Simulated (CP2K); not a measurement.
**C3H9FSn (SMILES C[CH2][SnH2][CH2]F): PM6**

Aim: the vertical ionisation energy of C3H9FSn at PM6, from 2 runs. 

The results are computed with CP2K 2026.2.

1 further run of the same task is left out (set aside as unsound or not needed).

**1. The structure to begin with**

The species is C3H9FSn (14 atoms), meant as a singlet with charge 0. As SMILES, `C[CH2][SnH2][CH2]F`. The shape comes from a force field and isn't a relaxed structure. This is one conformer, not always the lowest.

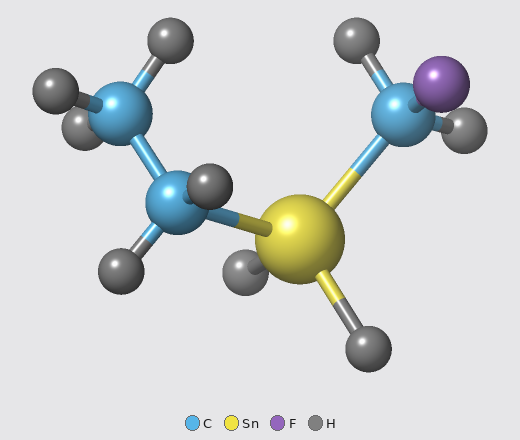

The structure, seen from a chosen angle (carbon blue, tin yellow, fluorine purple, hydrogen grey).

**2. Energy and gradient at PM6**

Input file job.py:

```python
import numpy as np
from ase import Atoms
from ase.calculators.cp2k import CP2K

atoms = Atoms(['C', 'C', 'Sn', 'C', 'F', 'H', 'H', 'H', 'H', 'H', 'H', 'H', 'H', 'H'],
              positions=[(-0.805600, 1.321000, 0.995500),
                         (0.575300, 0.857600, 0.945000),
                         (0.611400, -1.121200, 0.111900),
                         (-0.116700, -1.081900, -1.851100),
                         (0.518500, -0.209400, -2.649500),
                         (-1.272700, 1.415000, -0.045600),
                         (-1.450300, 0.697200, 1.615800),
                         (-0.839800, 2.405700, 1.408400),
                         (1.001700, 0.857800, 2.016200),
                         (1.199700, 1.534200, 0.338400),
                         (-0.302800, -2.200000, 1.159000),
                         (2.324600, -1.660700, 0.067400),
                         (-1.301400, -0.748800, -1.809200),
                         (-0.154800, -2.095800, -2.273300)])
atoms.set_cell([13.8, 14.6, 14.7])
atoms.center()
inp = """
&FORCE_EVAL
  METHOD QS
  &DFT
    CHARGE 0
    MULTIPLICITY 1
    &QS
      METHOD PM6
      EPS_DEFAULT 1.0E-10
      &SE
        &COULOMB
          CUTOFF [angstrom] 50
          RC_RANGE [angstrom] 0
        &END COULOMB
        &EXCHANGE
          CUTOFF [angstrom] 50
          RC_RANGE [angstrom] 0
        &END EXCHANGE
      &END SE
    &END QS
    &POISSON
      PERIODIC NONE
      POISSON_SOLVER ANALYTIC
    &END POISSON
    &SCF
      SCF_GUESS ATOMIC
      EPS_SCF 1.0E-06
      MAX_SCF 30
      &OT ON
        MINIMIZER DIIS
        PRECONDITIONER FULL_ALL
      &END OT
      &OUTER_SCF
        EPS_SCF 1.0E-06
        MAX_SCF 10
      &END OUTER_SCF
    &END SCF
    &PRINT
      &MOMENTS
        PERIODIC F
        REFERENCE COM
        MAX_MOMENT 1
      &END MOMENTS
      &MO_CUBES
        NLUMO 5
        NHOMO -1
        WRITE_CUBE F
      &END MO_CUBES
      &HIRSHFELD OFF
      &END HIRSHFELD
    &END PRINT
  &END DFT
  &SUBSYS
  &END SUBSYS
&END FORCE_EVAL
"""
cp2k = CP2K(command="cp2k.psmp -s", label="mol", inp=inp, basis_set=None, basis_set_file=None, potential_file=None, pseudo_potential=None, xc=None, cutoff=None, max_scf=None, charge=None, uks=False,
            force_eval_method=None, print_level="LOW", poisson_solver=None, stress_tensor=False)
atoms.calc = cp2k
e = atoms.get_potential_energy()
f = atoms.get_forces()
print(f"energy = {e:.6f} eV")
print("forces (eV/angstrom):")
for s, v in zip(atoms.get_chemical_symbols(), f):
    print(f"{s:2s} {v[0]:10.5f} {v[1]:10.5f} {v[2]:10.5f}")
```

Command:

```console
$ OMP_NUM_THREADS=1 python job.py
```

What it wrote:

```text
energy = -1033.390776 eV
forces (eV/angstrom):
C    -2.13053    2.25321   -0.55315
C     1.80011    0.03515    1.15002
Sn    2.31269   -1.74718    1.77601
C    -3.89756   -0.01344   -0.41924
F     0.34196    0.11625   -0.04780
H     0.32780   -0.13694    1.00618
H    -0.18198    0.08969    0.03639
H    -0.14450   -1.27712   -0.37849
H    -0.16172   -0.16926   -1.23630
H     0.13269   -0.18611    0.09462
H     0.45220    0.78740   -0.89641
H    -1.64894    0.55314   -0.03526
H     2.51970   -0.51682   -0.20322
H     0.27809    0.21205   -0.29335
```

mol.out:

```text
CP2K| version string:                                       CP2K version 2026.2
 CP2K| Input file name                                                   mol.inp

[... 16 lines left out ...]
 *** WARNING in qs_kind_types.F:2264 :: Information provided in the input ***
[... 8 lines left out ...]
 *** WARNING in qs_kind_types.F:2264 :: Information provided in the input ***
[... 86 lines left out ...]
  Heat of formation [kcal/mol]:                               -11.30634659408685
[... 22 lines left out ...]
  *** SCF run converged in     9 steps ***
[... 11 lines left out ...]
  outer SCF iter =    2 RMS gradient =   0.56E-06 energy =        -37.9764139010
[... 3 lines left out ...]
 SE_DIPOLE| Moment [a.u.]           0.36668902       0.46810551      -0.54049408
[... 3 lines left out ...]
 *** WARNING in qs_scf_post_se.F:140 :: Printing of MO cube files not ***
[... 28 lines left out ...]
 -------------------------------------------------------------------------------
```

Wall time 0.86 s (1 thread of Arm Neoverse V2, shared host).

**3. The doublet cation, same level**

Input file calc.py:

```python
import numpy as np
from ase import Atoms
from ase.calculators.cp2k import CP2K

atoms = Atoms(['C', 'C', 'Sn', 'C', 'F', 'H', 'H', 'H', 'H', 'H', 'H', 'H', 'H', 'H'],
              positions=[(-0.805600, 1.321000, 0.995500),
                         (0.575300, 0.857600, 0.945000),
                         (0.611400, -1.121200, 0.111900),
                         (-0.116700, -1.081900, -1.851100),
                         (0.518500, -0.209400, -2.649500),
                         (-1.272700, 1.415000, -0.045600),
                         (-1.450300, 0.697200, 1.615800),
                         (-0.839800, 2.405700, 1.408400),
                         (1.001700, 0.857800, 2.016200),
                         (1.199700, 1.534200, 0.338400),
                         (-0.302800, -2.200000, 1.159000),
                         (2.324600, -1.660700, 0.067400),
                         (-1.301400, -0.748800, -1.809200),
                         (-0.154800, -2.095800, -2.273300)])
atoms.set_cell([13.8, 14.6, 14.7])
atoms.center()
inp = """
&FORCE_EVAL
   METHOD QS
   &DFT
      CHARGE 1
      MULTIPLICITY 2
      UKS T
      &QS
         METHOD PM6
         EPS_DEFAULT 1.0E-10
         &SE
            &COULOMB
               CUTOFF [angstrom] 50
               RC_RANGE [angstrom] 0
            &END COULOMB
            &EXCHANGE
               CUTOFF [angstrom] 50
               RC_RANGE [angstrom] 0
            &END EXCHANGE
         &END SE
      &END QS
      &POISSON
         PERIODIC NONE
         POISSON_SOLVER ANALYTIC
      &END POISSON
      &SCF
         SCF_GUESS ATOMIC
         EPS_SCF 1.0E-06
         MAX_SCF 80
         ADDED_MOS 8
         &DIAGONALIZATION
            ALGORITHM STANDARD
         &END DIAGONALIZATION
         &MIXING
            METHOD DIRECT_P_MIXING
            ALPHA 0.4
         &END MIXING
      &END SCF
      &PRINT
         &MOMENTS
            PERIODIC F
            REFERENCE COM
            MAX_MOMENT 1
         &END MOMENTS
         &MO ON
            ENERGIES T
            OCCUPATION_NUMBERS T
            NDIGITS 6
            &EACH
               QS_SCF 0
            &END EACH
            ADD_LAST NUMERIC
         &END MO
         &HIRSHFELD OFF
         &END HIRSHFELD
      &END PRINT
   &END DFT
   &SUBSYS
   &END SUBSYS
&END FORCE_EVAL
"""
cp2k = CP2K(command="cp2k.psmp -s", label="mol", inp=inp, basis_set=None, basis_set_file=None, potential_file=None, pseudo_potential=None, xc=None, cutoff=None, max_scf=None, charge=None, uks=False,
            force_eval_method=None, print_level="LOW", poisson_solver=None, stress_tensor=False)
atoms.calc = cp2k
print("E / eV:", round(atoms.get_potential_energy(), 6))
forces = atoms.get_forces()
print(np.array2string(forces, precision=5, suppress_small=True))
print("largest force / (eV/A): %.4f" % np.linalg.norm(forces, axis=1).max())
```

Command:

```console
$ OMP_NUM_THREADS=1 python calc.py
```

What it wrote:

```text
E / eV: -1024.103399
[[-0.41851 -0.4503  -1.39155]
 [ 0.09395  4.75134  2.9246 ]
 [ 1.76763 -5.11018 -0.12213]
 [-3.68391  0.83591  0.03283]
 [ 0.28751  0.02374  0.06571]
 [ 0.10333  0.21348  0.77198]
 [-0.45166  0.165    0.37095]
 [ 0.0281  -0.62292 -0.19357]
 [ 0.07652 -0.87021 -0.81656]
 [ 0.51096 -0.45485 -0.62662]
 [ 0.33388  1.10409 -0.62636]
 [-1.29647  1.01735  0.18132]
 [ 2.36675 -0.58434 -0.35372]
 [ 0.2819  -0.01812 -0.21689]]
largest force / (eV/A): 5.5801
```

mol.out:

```text
CP2K| version string:                                       CP2K version 2026.2
 CP2K| Input file name                                                   mol.inp

[... 19 lines left out ...]
 *** WARNING in qs_kind_types.F:2264 :: Information provided in the input ***
[... 5 lines left out ...]
 *** WARNING in qs_kind_types.F:2264 :: Information provided in the input ***
[... 96 lines left out ...]
  *** SCF run converged in    30 steps ***
[... 9 lines left out ...]
  Heat of formation [kcal/mol]:                               201.47257951901656
[... 26 lines left out ...]
 SE_DIPOLE| Moment [a.u.]           0.59229868      -1.07826696      -1.78668040
[... 1 line left out ...]
 SE_DIPOLE| Derivative [a.u.]       0.00000000       0.00000000       0.00000000
[... 27 lines left out ...]
 -------------------------------------------------------------------------------
```

Run time: 0.68 s. Hardware: 1 thread of Arm Neoverse V2, shared host.

**4. Outcome**

At PM6:

```
                                          quantity           value
                     singlet C3H9FSn: total energy    -37.97641 Eh
                    singlet C3H9FSn: dipole moment          2.04 D
                singlet C3H9FSn: heat of formation  -12.7 kcal/mol
                      doublet cation: total energy    -37.63511 Eh
doublet cation: HOMO energy (highest over α and β)       -14.99 eV
 doublet cation: LUMO energy (lowest over α and β)        -8.88 eV
                 doublet cation: heat of formation  201.5 kcal/mol
vertical ionisation energy (to the doublet cation)        9.287 eV
```

The vertical ionisation energy comes to 9.29 eV (896 kJ/mol).
